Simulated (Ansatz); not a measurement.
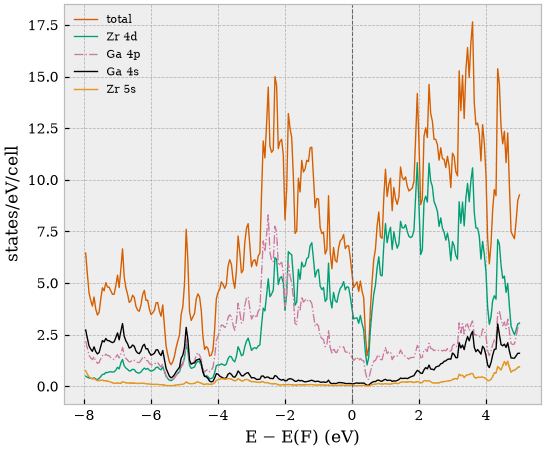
Figure: Total and projected density of states of Zr$_{3}$Ga$_{5}$ in space group Cmcm (No. 63; Pearson symbol oS32), DFT-r²SCAN in the program Ansatz with PAW potentials

Which orbitals carry the states next to the Fermi level?

Within 0.5 eV of the Fermi level: Zr 4d 68 %, Ga 4p 26 %. Projections are on Löwdin-orthogonalised atomic valence shells; empty p or d shells of many metals are not among them.

Where is the tallest occupied peak in this window, and what makes it?

Near -2.3 eV, about 15 states/eV per cell; the largest projected share is Ga 4p.

The workflow started from a Materials Project entry (that database holds measured and hypothetical structures alike); the Crystallography Open Database copy checked does not list it. Whether it is the stable phase at ambient conditions was not checked. The cell was relaxed with r²SCAN under the symmetry of its start; its stability against distortions is not shown here. The run is not spin-polarised. Scalar-relativistic: spin–orbit coupling is off unless named, which matters more the heavier the elements.

Potentials: the earlier of the program's two PAW sets.
